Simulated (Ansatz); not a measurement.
# Ti: response to strain

Ti is deformed so: zz strain of -3 %. What stress and forces result, by LAPW, PAW and all-electron datasets made for the crystal?

Computed with Ansatz 0.2.0 (DFT PBEsol, scalar-relativistic, unless a step's input says otherwise).

2 further runs of the same task are left out: 2 set aside as unsound or not needed.

## Step 1: The structure to begin with

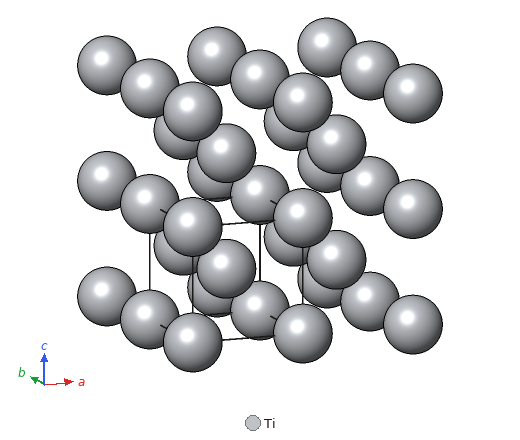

Start, viewed slightly off an axis; titanium light grey. 2×2×2 cells are drawn. Atoms on the faces are drawn again on the opposite ones. The cell drawn here is the conventional one.

As a file:

```xyz
1
Lattice="-1.6410 1.6410 1.6410 1.6410 -1.6410 1.6410 1.6410 1.6410 -1.6410" Properties=species:S:1:pos:R:3 pbc="T T T"
Ti    0.0000    0.0000    0.0000
```

## Step 2: After the deformation

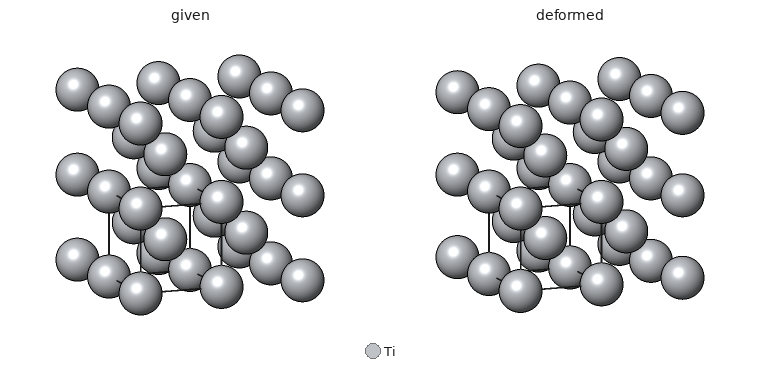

Given and deformed, at one scale.

Space group Im-3m before, I4/mmm after.

## Step 3: Full-potential LAPW

Contents of input.yaml:

```yaml
crystal:
  lattice:
    - [-1.641, 1.641, 1.59177]
    - [1.641, -1.641, 1.59177]
    - [1.641, 1.641, -1.59177]
  atoms:
    - { symbol: Ti, position: [0.0, 0.0, 0.0] }
kpoints:
  mp_grid: { grid: [14, 14, 14] }
  band_path:
    path:
      - [0.0, 0.0, 0.0]
      - [0.0, 0.0, 0.5]
      - [-0.5, 0.5, 0.5]
      - [0.0, 0.0, 0.0]
      - [0.485225, 0.485225, -0.485225]
      - [-0.485225, 0.514775, 0.485225]
      - [-0.5, 0.5, 0.5]
      - [0.0, 0.0, 0.5]
      - [0.25, 0.25, 0.25]
    npoints: 5
scf:
  occupations: { method: fermi_dirac, width: 0.05 }
hamiltonian:
  xc: pbesol
  pseudopotentials: { kind: all_electron, lapw: { basis_error: 0.00025 } }
output:
  forces: true
  stress: true
  eigenvalues: true
```

The run is started by

```
$ ansatz run input.yaml --threads 1 --pin off --max-ram 3072MiB --backend cpu --events-out ev --progress --plain --runs-dir out
```

Output, shortened:

```text
LAPW: plane waves up to 8.391 Å⁻¹, error target 2.5e-4 eV per atom; small_component_spin mean_spin; Ti in spheres of 1.407 Å, 12 of its electrons in bands, Dirac shells []
[...]
Pseudopotentials: kind: all_electron
Pseudopotential: Ti, LAPW, valence charge 12, Koelling and Harmon's equation, gaussian nucleus
Functional definition: PBEsol
[...]
Crystal: 1 atoms, lattice volume = 17.146 Å³
Basis set: ecut = 268.2711069824081 eV, 177 PW (Γ), exchange–correlation at level 2
Bands: 10, of which v1, the nominal top of the filled ones, is band 6 counted from 1 (5 counted from 0)
Symmetry: 16 space group operations
Space group: I4/mmm (ITA 139), of the structure as read, at distance tolerance 2.6e-5 Å
k-points: 244 of 2744
[...]
SCF iter   1: F=—  HF=-23207.645224 eV  |F-HF|=—  |Δ(HF+E_count)|=         —  Δρ=2.38e-2  dr2=7.19e-2  ethr=5.94e-4  ⟨swp⟩=2.8  Hψ=17996  notcnv=0
[...]
SCF iter   6: F=-23207.470148 eV  HF=-23207.470148 eV  |F-HF|=1.04e-8  |Δ(HF+E_count)|=   2.94e-7  Δρ=3.75e-6  dr2=1.52e-9  ethr=1.04e-9  ⟨swp⟩=2.0  Hψ=7181  notcnv=0
[...]
NSCF: frozen V_eff on 41 k-points
SCF converged after 6 iterations
Free energy (F): -23207.470148 eV
[...]
E sigma→0 (E₀):  -23207.460527 eV
Entropy (-TS):   -0.019242 eV (-19.242 meV/atom)
Fermi energy:    13.614099 eV
[...]
--- Forces (eV/Å), atoms counted from 1 ---
  atom   1  Ti    -0.00000000     0.00000000    -0.00000000
[...]
--- Stress (GPa, compression-positive) ---
       -3.447537       0.000000       0.000000
        0.000000      -3.447537       0.000000
        0.000000       0.000000      -4.426337
  P = ⅓ Tr σ = -3.7738 GPa (-37.738 kbar)
--- Band table (eV; the first three rows and the last of 244) ---
  k-point 0: bands = ["-42.6145", "-18.5672", "-18.5651", "-18.5651", "7.6580", "14.4711", "14.6964", "14.6964", "16.2829", "16.5486"]
[...]
```

Wall time 17 s (1 thread of Arm Neoverse V1, shared host); peak memory 0.37 GiB.

Result: pressure -3.77 GPa; no gap.

## Step 4: PAW on the default files

Contents of input.yaml:

```yaml
crystal:
  lattice:
    - [-1.641, 1.641, 1.59177]
    - [1.641, -1.641, 1.59177]
    - [1.641, 1.641, -1.59177]
  atoms:
    - { symbol: Ti, position: [0.0, 0.0, 0.0] }
kpoints:
  mp_grid: { grid: [14, 14, 14] }
scf:
  occupations: { method: fermi_dirac, width: 0.05 }
hamiltonian:
  xc: pbesol
  pseudopotentials: { kind: paw }
output:
  forces: true
  stress: true
  eigenvalues: true
  efg: { contact_densities: true }
  write_density: true
  write_potential: true
  elf: true
  volumetric_format: npy
```

The run is started by

```
$ ansatz run input.yaml --threads 1 --pin off --max-ram 3072MiB --backend cpu --events-out ev --progress --plain --runs-dir out
```

Output, shortened:

```text
[...]
Pseudopotentials: kind: paw
Pseudopotential: Ti, paw, valence charge 12, recommended cutoff 420 eV (normal)
[... 1 set-up line as earlier in the session ...]
[...]
Crystal: 1 atoms, lattice volume = 17.146 Å³
Basis set: ecut = 420 eV, 337 PW (Γ), exchange–correlation on 40×40×40 points (8 copies of the dense FFT grid, shifted against one another)
Bands: 10, of which v1, the nominal top of the filled ones, is band 6 counted from 1 (5 counted from 0)
[... 2 set-up lines as earlier in the session ...]
k-points: 244 of 2744
[...]
SCF iter   1: F=—  HF=-2473.795486 eV  |F-HF|=—  |Δ(HF+E_count)|=         —  Δρ=5.17e-3  dr2=2.73e-3  ethr=1.77e-3  ⟨swp⟩=4.4  Hψ=12970  notcnv=0
[...]
SCF iter   6: F=-2473.794393 eV  HF=-2473.794393 eV  |F-HF|=1.82e-12  |Δ(HF+E_count)|=  7.27e-10  Δρ=7.04e-7  dr2=2.58e-11  ethr=3.84e-11  ⟨swp⟩=3.7  Hψ=10753  notcnv=0
[...]
SCF converged after 6 iterations
Free energy (F): -2473.794393 eV
[...]
E sigma→0 (E₀):  -2473.784770 eV
Entropy (-TS):   -0.019245 eV (-19.245 meV/atom)
Fermi energy:    13.193997 eV
[...]
--- Forces (eV/Å), atoms counted from 1 ---
  atom   1  Ti    -0.00000000     0.00000000     0.00000000
[...]
--- Stress (GPa, compression-positive) ---
       -3.442353       0.000000       0.000000
        0.000000      -3.442353       0.000000
        0.000000       0.000000      -4.415357
  P = ⅓ Tr σ = -3.7667 GPa (-37.667 kbar)
--- PAW observables at the nuclei: V_zz in 10²¹ V/m², potentials from the cell's mean, atoms counted from 1 ---
  atom   1  Ti V_zz =    +0.078724   η = 0.0000   by run symmetry: allowed
            electrostatic potential = -2531.256922 V   contact ρ = 56644.663811 e/Å³
--- Band table (eV; the first three rows and the last of 244) ---
  k-point 0: bands = ["-43.0346", "-18.9863", "-18.9840", "-18.9840", "7.2380", "14.0509", "14.2761", "14.2761", "15.8626", "16.1284"]
[...]
```

Wall time 4.2 s (1 thread of Arm Neoverse V1, shared host); peak memory 0.36 GiB.

In short: pressure -3.77 GPa; no gap; Vzz Ti 0.08 (η = 0.00) (10²¹ V/m²).

The fields are shown in the conventional cell of this run's space group, carried over from its grid by interpolation.

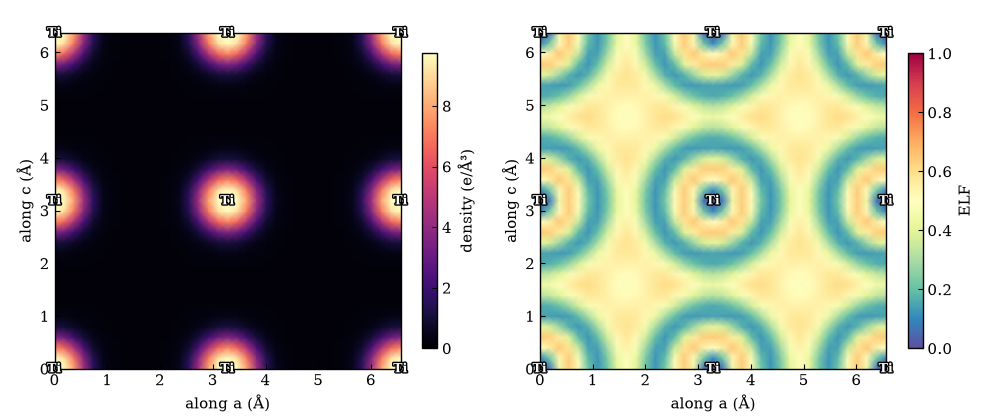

Density (left) and ELF (right) in a lattice plane of the grid's cell (edges 3.28 and 3.18 Å, at 0.000 of the third edge), which holds Ti. Only atoms in the plane are labelled. Both are smooth fields of the valence electrons: close to the nuclei they are not physical.

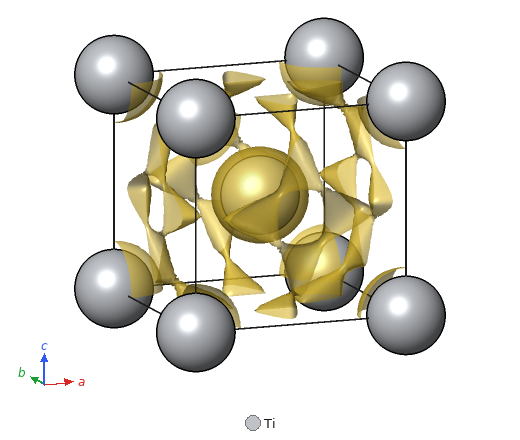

Surface of ELF = 0.54, drawn in one cell.

The highest ELF values outside the cores: 0.60 between the atoms, 1.8 Å from Ti.

## Step 5: All-electron PAW on datasets made for the crystal

input.yaml, as its differences from that of step 4:

```diff
@@ -13,3 +13,3 @@
   xc: pbesol
-  pseudopotentials: { kind: paw }
+  pseudopotentials: { kind: all_electron, datasets: crystal }
 output:
@@ -19,5 +19 @@
   efg: { contact_densities: true }
-  write_density: true
-  write_potential: true
-  elf: true
-  volumetric_format: npy
```

The run is started by

```
$ ansatz run input.yaml --threads 1 --pin off --max-ram 3072MiB --backend cpu --events-out ev --progress --plain --runs-dir out
```

Output, shortened:

```text
[...]
band count auto-derived: 7 (N_el = 4.0; filled up to band 2; 6 by the electrons, moments and atoms)
[...]
[... 1 set-up line as earlier in the session ...]
Pseudopotential: Ti, paw, valence charge 12, recommended cutoff 260 eV (normal), Koelling and Harmon's equation, gaussian nucleus
[... 1 set-up line as earlier in the session ...]
[...]
Crystal: 1 atoms, lattice volume = 17.146 Å³
Basis set: ecut = 260 eV, 169 PW (Γ), exchange–correlation on 30×30×30 points (8 copies of the dense FFT grid, shifted against one another)
Bands: 7, of which v1, the nominal top of the filled ones, is band 2 counted from 1 (1 counted from 0)
[... 2 set-up lines as earlier in the session ...]
k-points: 244 of 2744
[...]
Fermi energy:    13.613977 eV
[...]
  The terms above E_closure are by the made datasets' own strengths, without shells solved beside the bands.
--- Forces (eV/Å), atoms counted from 1 ---
  atom   1  Ti     0.00000000     0.00000000     0.00000000
[...]
--- Stress (GPa, compression-positive) ---
       -3.447046       0.000000      -0.000000
        0.000000      -3.447046      -0.000000
       -0.000000      -0.000000      -4.426017
  P = ⅓ Tr σ = -3.7734 GPa (-37.734 kbar)
  It holds what live shells' own plane waves past their cutoff add
--- PAW observables at the nuclei: V_zz in 10²¹ V/m², potentials from the cell's mean, atoms counted from 1 ---
  atom   1  Ti V_zz =    +0.075593   η = 0.0000   by run symmetry: allowed
            electrostatic potential = -2529.830947 V   contact ρ = 56691.592748 e/Å³
--- Band table (eV; the first three rows and the last of 244) ---
  k-point 0: bands = ["7.6580", "14.4710", "14.6962", "14.6962", "16.2828"]
[...]
```

It took 7.5 s on 1 thread of Arm Neoverse V1, shared host; peak memory 0.36 GiB.

Read from it: pressure -3.77 GPa; no gap; Vzz Ti 0.08 (η = 0.00) (10²¹ V/m²).

## Step 6: Side by side

Stress (GPa, compression positive):

```tsv
method	xx	yy	zz	yz	xz	xy
LAPW, undeformed (earlier run)	-6.66	-6.66	-6.66	0.00	0.00	0.00
LAPW	-3.45	-3.45	-4.43	0.00	0.00	0.00
PAW	-3.44	-3.44	-4.42	0.00	0.00	0.00
crystal datasets	-3.45	-3.45	-4.43	0.00	0.00	0.00
```

| method | pressure (GPa) | Vzz Ti (10²¹ V/m²) | SCF cycles, all passes |
| --- | --- | --- | --- |
| LAPW | -3.77 | – | 6 |
| PAW | -3.77 | 0.08 | 6 |
| crystal datasets | -3.77 | 0.08 | 7 |

## Step 7: Outcome

| quantity | value |
| --- | --- |
| pressure | LAPW -3.77, PAW -3.77, crystal datasets -3.77 GPa |
| largest shear or deviatoric stress (LAPW) | 0.65 GPa |

In words: Against the undeformed cell the largest change of stress is +3.21 GPa, in the xx component (others tie with it). PAW: stress within 0.01 GPa of LAPW. Crystal datasets: stress within 0.01 GPa of LAPW.
